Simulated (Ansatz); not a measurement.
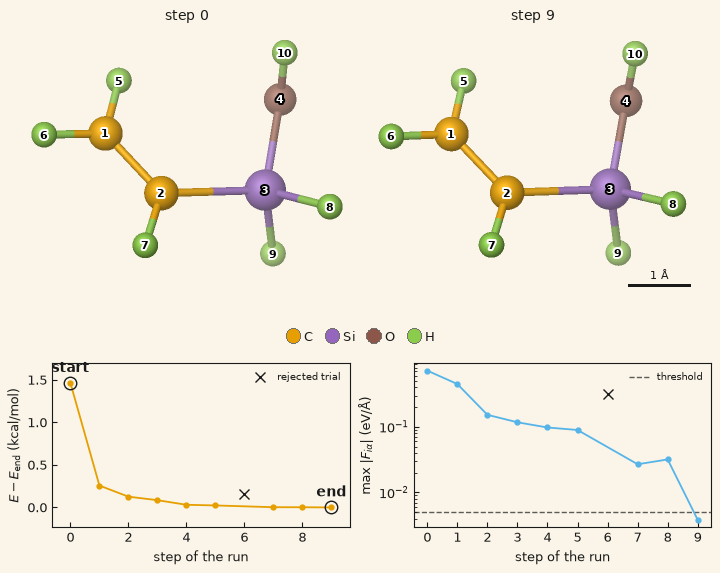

First and last geometry of a relaxation of C₂H₆OSi, with the history of the run. Style: ball-and-stick. Shown at a tilt.

The start comes from PBE-D4/def2-SVP.

Level of theory: Ansatz, RKS PBE0-D4/def2-TZVP.

Input file:
```yaml
crystal:
  periodic: [false, false, false]
  atoms:
    - {symbol: C, position_ang: [0.466114, 1.334525, -0.829387]}
    - {symbol: C, position_ang: [0.235737, 0.868166, 0.414874]}
    - {symbol: Si, position_ang: [-0.469405, -0.843823, 0.719496]}
    - {symbol: O, position_ang: [-0.547329, -1.717068, -0.721432]}
    - {symbol: H, position_ang: [0.238300, 0.719097, -1.717853]}
    - {symbol: H, position_ang: [0.879140, 2.340330, -1.020935]}
    - {symbol: H, position_ang: [0.472836, 1.520115, 1.277546]}
    - {symbol: H, position_ang: [0.373408, -1.542959, 1.761391]}
    - {symbol: H, position_ang: [-1.884062, -0.775323, 1.216246]}
    - {symbol: H, position_ang: [0.318462, -1.954460, -1.097046]}
basis:
  gaussian: {orbitals: def2-TZVP}
hamiltonian: {xc: pbe0, dispersion: d4}
relax: {f_tol: 0.005, max_steps: 150}
```

**Read the history and describe the run.**

It converged. The energy falls by 1.46 kcal/mol in 8 accepted moves (9 points after the start). The largest force component goes from 0.72 to 0.0038 eV/Å. The line search rejected the trial step at point 6 of the run. The largest move after the best rigid fit is that of H10, 0.080 Å. Largest moves by element: H 0.080 Å, O 0.027 Å, Si 0.022 Å, C 0.021 Å. Some distances before and after: Si3–O4 1.687 → 1.649 Å, Si3–H8 1.512 → 1.491 Å, C2–Si3 1.876 → 1.857 Å, C1–C2 1.349 → 1.330 Å. Among the angles between lasting bonds that change: Si3–O4–H10 114.5° → 117.3°. The run took about 120 core-seconds on a shared host.
